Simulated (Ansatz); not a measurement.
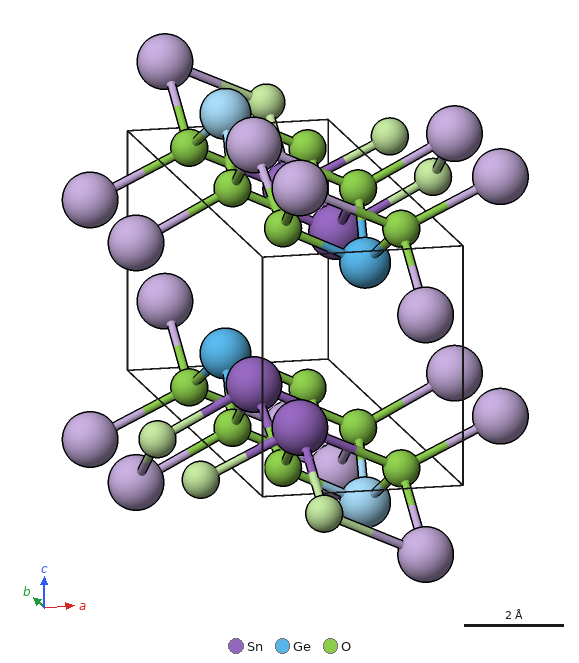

A ball-and-stick rendering, viewed slightly off an axis. The edges of the conventional unit cell are marked. Every bond is drawn to its end, so some atoms lie outside the box, in fainter colours.

Sn2GeO3, space group P2_1/m (No. 11), a = 4.248 Å, b = 10.252 Å, c = 5.063 Å, α = 90.00°, β = 90.93°, γ = 90.00°. The structure comes from a structure type filled with these elements by a generator (whether the compound takes this form wasn't checked). Earlier steps of the study, as a rule a relaxation of our own, may have changed the cell and positions, so they can lie some per cent off the listed ones. It was the input of a calculation with Ansatz.

This one geometry was computed with Ansatz (DFT, plane waves, PAW) at three levels of theory: r2SCAN, LDA and PBE.

**Which level gives the highest pressure at this volume, and what does that say about its equilibrium volume?**

Highest: PBE (0.0 GPa), which points to the largest equilibrium volume. Lowest, with the smallest volume: LDA (-6.3 GPa). Levels within 0.5 GPa of each other can't be told apart.

**How does the band gap change with the level of theory?**

LDA: a gap of 0.89 eV, indirect; PBE: a gap of 0.91 eV, indirect; r2SCAN: a gap of 1.17 eV, indirect.

**Collect the results in a table.**

| level | cutoff (eV) | k-mesh of the run's cell | gap (eV) | pressure (GPa) |
| --- | --- | --- | --- | --- |
| r2SCAN | 500 | 6×4×6 | 1.17 | -3.9 |
| LDA | 420 | 6×4×6 | 0.89 | -6.3 |
| PBE | 420 | 6×4×6 | 0.91 | 0.0 |

Gaps are taken on the k-mesh or band path of each run.
